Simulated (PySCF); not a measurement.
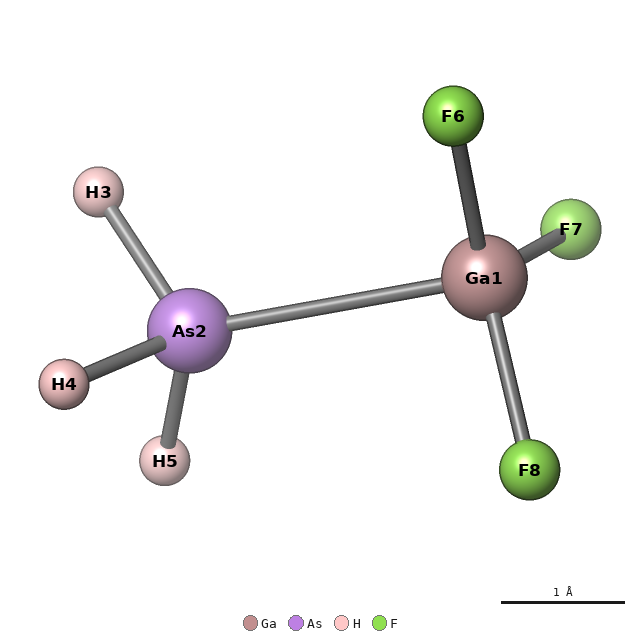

Orthographic view. Depth is shown by fading: the farther an atom, the more it takes the colour of the background. The geometry was computed by an optimisation with PBE0-D3(BJ)/def2-SVP. No frequency run is at hand to confirm it as a minimum.

Give the distance matrix in Å.

| atom | Ga1 | As2 | H3 | H4 | H5 | F6 | F7 | F8 |
| --- | --- | --- | --- | --- | --- | --- | --- | --- |
| Ga1 | 0.00 |  |  |  |  |  |  |  |
| As2 | 2.57 | 0.00 |  |  |  |  |  |  |
| H3 | 3.54 | 1.50 | 0.00 |  |  |  |  |  |
| H4 | 3.56 | 1.50 | 2.30 | 0.00 |  |  |  |  |
| H5 | 3.52 | 1.50 | 2.30 | 2.30 | 0.00 |  |  |  |
| F6 | 1.75 | 3.37 | 3.91 | 3.97 | 4.71 | 0.00 |  |  |
| F7 | 1.75 | 3.32 | 3.88 | 4.69 | 3.83 | 2.99 | 0.00 |  |
| F8 | 1.75 | 3.34 | 4.70 | 3.90 | 3.90 | 2.99 | 3.00 | 0.00 |
